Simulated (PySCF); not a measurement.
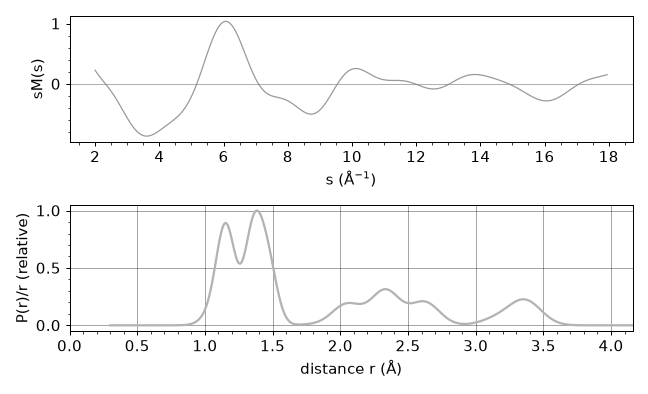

Simulated gas electron diffraction: reduced molecular intensity sM(s) from the Debye equation in the first Born approximation (top) and the radial distribution curve (bottom) of C₂H₂FN. Each pair of atoms contributes with weight ZᵢZⱼ/r; damping constant 0.001 Å²; vibrational amplitudes assumed, not computed: 0.05 Å for bonds, 0.078 Å for bonds to H, 0.06 + 0.015 r up to 0.15 Å for other pairs. The geometry is the end point of an optimisation (PySCF 2.14.0, density-fitted response routines, PBE0-D3(BJ)/def2-SVP geometry optimisation, gas phase); it may be a saddle point or a higher isomer.

Q: Read the positions of the first 6 clear peaks and name the main pairs (– for bonds).

A: Peak 1, 1.15 Å: C–H 1.10 Å (×2), N–C 1.16 Å, not resolved
Peak 2, 1.38 Å: F–C 1.36 Å, C–C 1.47 Å, not resolved
Peak 3, 2.07 Å: F···H 2.02 Å (×2), C···H 2.10 Å (×2), not resolved
Peak 4, 2.33 Å: F···C 2.33 Å
Peak 5, 2.61 Å: N···C 2.62 Å
Peak 6, 3.35 Å: N···H 3.15 Å (×2), F···N 3.36 Å, not resolved
